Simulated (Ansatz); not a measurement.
## What O → F does to ZnSO4

The reference is ZnSO₄ (space group F-43m, No. 216; a = 7.7923 Å).

Modification: full substitution O → F; the structure is relaxed again.

Computed with PBEsol, PAW, 420 eV (Ansatz, an electronic-structure program; no spin-orbit coupling). k-mesh 9×9×9 (Γ-centred); smearing 0.05 eV (Fermi–Dirac), for the changed cell.

The volume per atom increases by 12.222 Å³ to 31.94 Å³ and the density drops by 0.764 g/cm³ (2.27 g/cm³ → 1.50 g/cm³). The lattice parameter a grows by 1.3593 Å, from 7.792 Å to 9.152 Å and the space group remains F-43m (No. 216). The shortest interatomic distance rises by 0.422 Å, from 1.472 Å to 1.894 Å and the band gap goes from 4.51 eV to zero. The magnetic state changes from not spin-polarised to ferromagnetic and the largest site moment goes from zero to 0.86 μB.

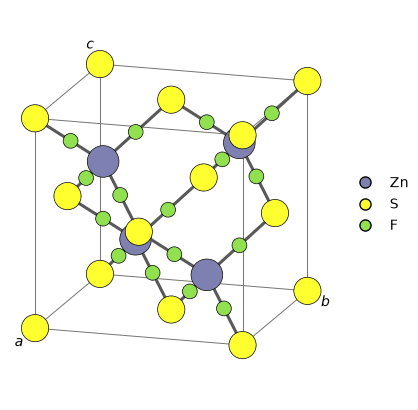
Fig. 1. The relaxed conventional cell after the change

Cost of the whole job for the changed cell (relaxation, final SCF and bands): around 10 core-minutes (rough).

Other magnetic orders, which the real material may have, were not ruled out. No phonon test of stability was made. As relaxed here, ZnSF4 is a hypothetical phase, not in the database extracts checked.
